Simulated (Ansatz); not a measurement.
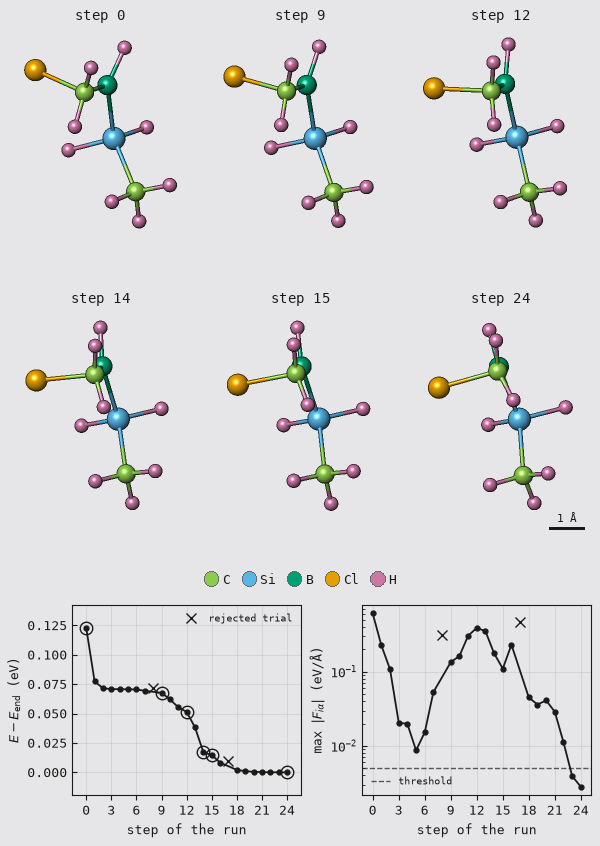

Frames of a relaxation of C2H8BClSi, marked on the history of the run. Style: ball-and-stick. Shown from a free direction.

The start comes from PBE-D4/def2-SVP.

Computed with RKS PBE0-D4/def2-TZVP in Ansatz.

The input:
```yaml
crystal:
  periodic: [false, false, false]
  atoms:
    - {symbol: C, position_ang: [-1.140147, -0.650954, -1.457621]}
    - {symbol: Si, position_ang: [-0.149963, -1.242770, 0.059815]}
    - {symbol: B, position_ang: [0.295009, 0.325889, 1.270532]}
    - {symbol: C, position_ang: [0.830109, 1.679994, 0.669387]}
    - {symbol: Cl, position_ang: [2.415385, 0.852314, 1.161232]}
    - {symbol: H, position_ang: [-2.092976, -0.177423, -1.144221]}
    - {symbol: H, position_ang: [-0.563961, 0.098871, -2.038039]}
    - {symbol: H, position_ang: [-1.384726, -1.492063, -2.137108]}
    - {symbol: H, position_ang: [1.101962, -1.934686, -0.430843]}
    - {symbol: H, position_ang: [-0.961127, -2.291262, 0.783368]}
    - {symbol: H, position_ang: [0.042673, 0.324660, 2.461057]}
    - {symbol: H, position_ang: [0.876313, 1.849412, -0.421794]}
    - {symbol: H, position_ang: [0.751951, 2.623219, 1.239035]}
basis:
  gaussian: {orbitals: def2-TZVP}
hamiltonian: {xc: pbe0, dispersion: d4}
relax: {f_tol: 0.005, max_steps: 150}
```

Run as
```bash
ansatz run in.yaml --threads 4 --pin off --events-out ev --progress --plain --max-ram 10444MiB
```

Q: Describe the path.

A: The energy falls by 0.123 eV in 22 accepted moves (24 points after the start). The largest force component goes from 0.61 to 0.0028 eV/Å. The line search rejected the trial steps at points 8, 17 of the run. The largest moves after the best rigid fit, 1.17 Å, are those of Cl5 and H12. By element the largest moves are H 1.17 Å, Cl 1.16 Å, C 0.40 Å, B 0.29 Å, Si 0.17 Å. Some distances before and after: C4–Cl5 1.855 → 1.826 Å, C1–Si2 1.906 → 1.881 Å, B3–H11 1.217 → 1.196 Å, Si2–H9 1.512 → 1.492 Å. Bond angles that change, for instance: B3–Si2–H10 111.6° → 107.7°, C1–Si2–B3 110.4° → 113.3°. Groups turn about Si2–B3 by about 60°. From step 0 to 9: Cl and H atoms move most (0.20 Å), energy −0.055 eV. From step 9 to 12: Cl and H atoms move most (0.38 Å), energy −0.016 eV. From step 12 to 14: Cl5 moves most (0.29 Å), energy −0.034 eV. From step 14 to 15: Cl5 moves most (0.14 Å), energy −0.002 eV. From step 15 to 24: H7 moves most (0.25 Å), energy −0.015 eV.
